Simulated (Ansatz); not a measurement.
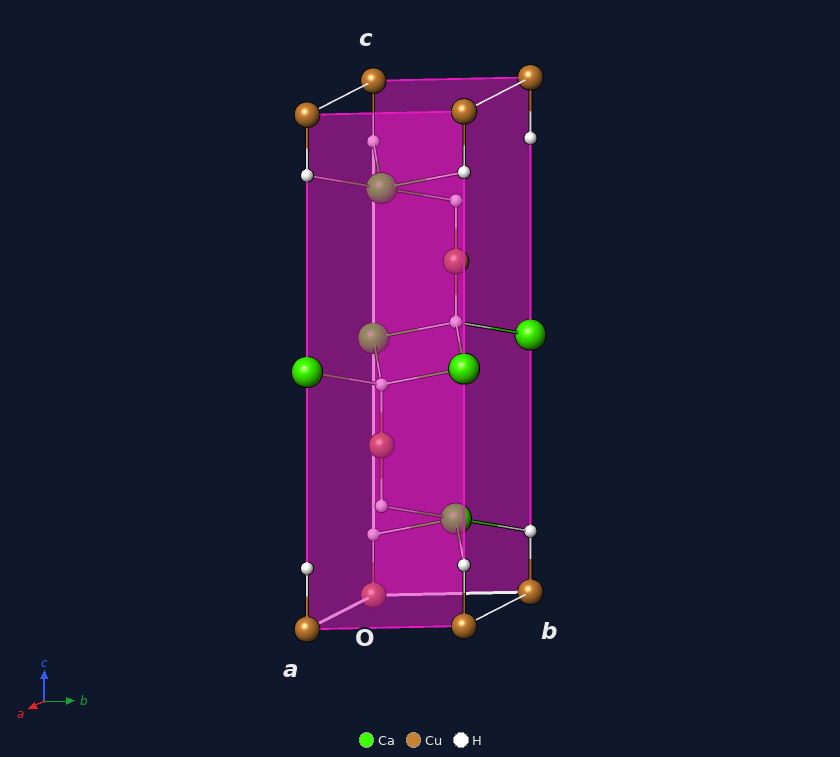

For CaCuH₂, the geometry relaxed with Ansatz 0.2.0, DFT PBE, scalar-relativistic, plane waves, PAW; the starting structure was generated, so it need not be a known form of this composition: every member of one family of equally spaced planes, hx + ky + lz = a whole number, that cuts the unit cell is shaded (one member passes through the origin O). All values are computed from the atomic coordinates in the standard setting (tolerance 0.002 Å).

a = 3.890 Å, b = 3.890 Å, c = 13.072 Å, α = 90.00°, β = 90.00°, γ = 120.00°.

> Which (hkl) family is drawn?

(1 0 0), in four indices (1 0 −1 0); the opposite sign names the same planes. The member next to the origin meets the axes a at 1, b never, c never.

> What is the spacing?

d = 3.369 Å.

> Which atoms of the cell lie in these planes (within 0.03 Å)?

1 of the 3 Cu, 2 of the 6 H, 1 of the 3 Ca.

> The space group is R-3m (No. 166, hexagonal axes). How many reflections hkl are equivalent to this one (itself included), and does it occur?

6 reflections are equivalent in the Laue class -3m. The reflection is systematically absent, by the centring.
